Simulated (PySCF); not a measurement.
# H2O5Os (Os(O)3(OH)2): the cost of one run

Method: r2SCAN, Os def2-SVP with ECP60, O def2-SVP, H def2-SVP; scalar-relativistic core potentials, no spin–orbit coupling; program: PySCF 2.14.0.

3 further runs of the same task are left out: 2 for a known fault of the program, 1 set aside as unsound or not needed.

### Step 1. The system as given

8 atoms, charge 0, spin multiplicity 1.

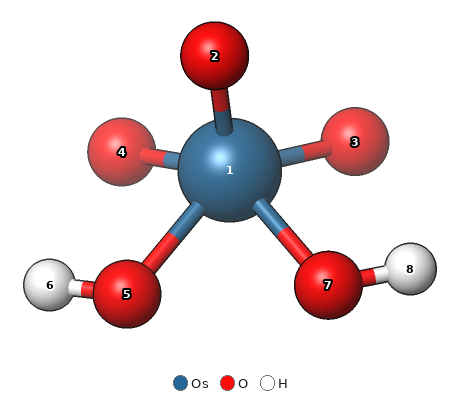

The structure; osmium blue, oxygen red, hydrogen white; atoms are numbered from 1 in the order of the file.

Geometry (Å):

```
Os   -0.0373   -0.0373    0.1017
O     0.0327    0.0327    1.7999
O     1.5738   -0.3084   -0.4359
O    -0.3084    1.5738   -0.4359
O    -1.9222   -0.2969   -0.3270
H    -2.3361    0.5759   -0.4378
O    -0.2969   -1.9222   -0.3270
H     0.5759   -2.3361   -0.4378
```

Formal oxidation states: Os +8. An earlier session relaxed this geometry at r2SCAN, Os def2-SVP with ECP60, O def2-SVP, H def2-SVP (singlet, point group Cs).

Its energy there is -467.586830 Eh.

### Step 2. Multiplicity 3 at the relaxed geometry

File run.py (the lines that set the calculation):

```python
mol = gto.M(atom='''
Os    -0.03733    -0.03733     0.10172
O      0.03268     0.03268     1.79992
O      1.57378    -0.30843    -0.43589
O     -0.30843     1.57378    -0.43589
O     -1.92218    -0.29692    -0.32700
H     -2.33609     0.57593    -0.43777
O     -0.29692    -1.92218    -0.32700
H      0.57593    -2.33609    -0.43777''',
    basis={'Os': 'def2-SVP', 'O': 'def2-SVP', 'H': 'def2-SVP'},
    ecp={'Os': 'def2-SVP'},
    charge=0, spin=2)
mf = dft.UKS(mol, xc='R2SCAN')
mf.grids.atom_grid = (50, 194)
mf = mf.density_fit()  # fitting sets: Os def2-universal-JKFIT, O def2-universal-JKFIT, H def2-universal-JKFIT
mf.conv_tol = 1e-08; mf.max_cycle = 55
mf.kernel(dm0)  # dm0: free metal ions and neutral atoms
```

Started as:

```sh
> OMP_NUM_THREADS=2 python run.py
```

**Question.** How long does this run take on 2 threads of Arm Neoverse V1, shared host?

About 10 s.
